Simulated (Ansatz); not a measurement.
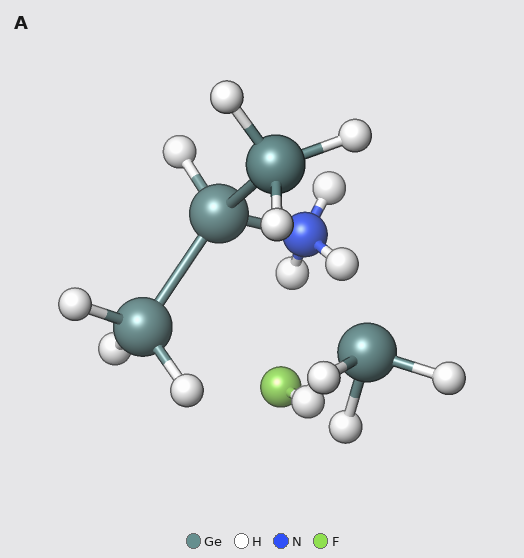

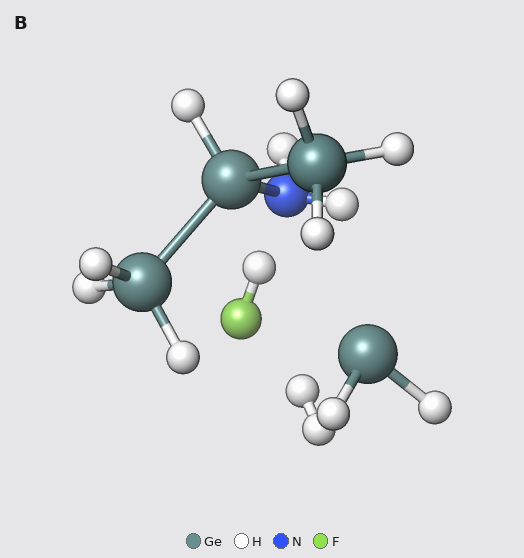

2 stationary structures of one formula. Geometries: PBE0-D4/def2-TZVP. Electronic energies: CCSD(T)/CBS (MP2 limit from def2-TZVPP and def2-QZVPP plus CCSD(T) − MP2) (Ansatz 0.2.0), without zero-point energy. Each is one conformer, not always the lowest.

Question: Rank them by energy, lowest first.

Answer: A is lowest (a minimum); B lies 0.202 eV above it (a minimum).

Give E(B) − E(A) in eV at these levels too: B3LYP-D4/6-31G; RHF-CCSD(T) (frozen core)/def2-SVP; PBE-QIDH (frozen core)/def2-TZVPP; PBE-D4/def2-TZVPP; ωB97X-V/def2-TZVPP; ωB97M-V/def2-TZVPP; BLYP-D4/def2-TZVPP; r2SCAN-D4/def2-TZVPP.

```csv
level,E(B) − E(A) (eV)
B3LYP-D4/6-31G,+0.377
RHF-CCSD(T) (frozen core)/def2-SVP,+0.270
PBE-QIDH (frozen core)/def2-TZVPP,+0.328
PBE-D4/def2-TZVPP,+0.283
ωB97X-V/def2-TZVPP,+0.207
ωB97M-V/def2-TZVPP,+0.180
BLYP-D4/def2-TZVPP,+0.117
r2SCAN-D4/def2-TZVPP,+0.330
```
